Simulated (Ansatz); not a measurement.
Bands of a (9,0) ZnO nanotube, along its axis.

These are PBE (plane waves to 420 eV, PAW; Ansatz, a program for electronic structure) values and carry that method's errors. Mesh 1×1×6. No spin polarisation. Isolated but for its images some 11 Å away. A hypothetical model, rolled from the flat sheet. It keeps the symmetry and period of its start, so it need not be a minimum against all distortions.

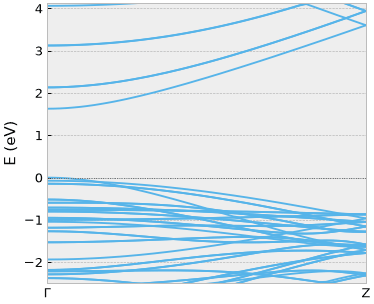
Bands from the zone centre to the zone edge (period 5.65 Å); the dotted line marks the highest filled level

Q: Is it a metal or a semiconductor at this level? Give what the bands show.

A: A semiconductor in PBE.
| Item | Value |
|---|---|
| PBE gap | 1.63 eV, direct at Γ |
